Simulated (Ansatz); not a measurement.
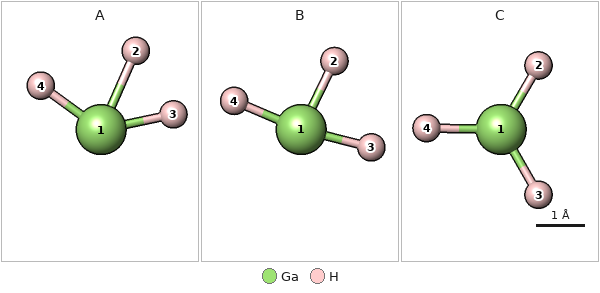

3 geometries from a converged minimum-energy path of GaH3, shuffled. A ball-and-stick model, seen face on.

Computed with Ansatz 0.2.0, RKS PBE-D4/def2-TZVP. Run with 9 movable images; climbing image; force threshold 0.05 eV/Å; iteration limit 60; starting path through a guess of the saddle point.

Question: One of them is the converged climbing image. Which?

Answer: A. In order along the path, whose images run from 0 to 10: C (image 0, 0.00 eV), B (image 4, +1.45 eV), A (image 6, +2.20 eV). Breaking: Ga1–H2 (1.58 → 1.83 at the top → 2.48 Å), Ga1–H3 (1.58 → 1.57 at the top → 2.52 Å). Forming: H2–H3 (2.73 → 1.55 at the top → 0.77 Å).

Cost: 89 s on 1 thread of Intel(R) Xeon(R) Platinum 8259CL CPU @ 2.50GHz (Skylake/Cascade Lake), with other jobs on the host, peak memory 0.12 GiB.
